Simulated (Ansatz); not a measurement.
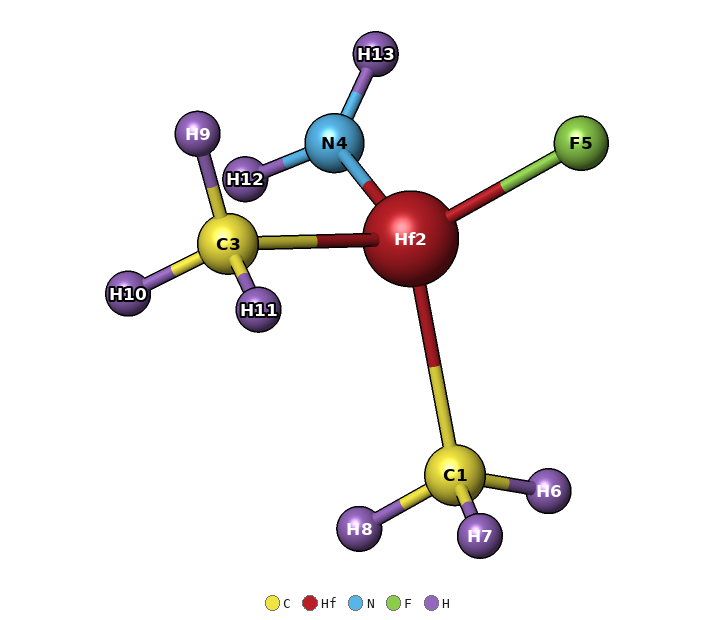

The species is neutral and a spin singlet. Harmonic vibrations computed with RKS PBE0-D4/def2-TZVP, core potentials on Hf (Ansatz 0.2.0) at a stationary point of the same level.

**Minimum or transition state?**

A minimum: no imaginary frequency, and the lowest mode lies at 50 cm⁻¹.

**List the wavenumbers.**

33 modes: 50, 73, 93, 125, 132, 142, 144, 185, 433, 455, 457, 494, 498, 511, 522, 529, 640, 644, 1180, 1183, 1416, 1417, 1422, 1424, 1546, 3010, 3012, 3089, 3091, 3099, 3099, 3558, 3649 cm⁻¹.
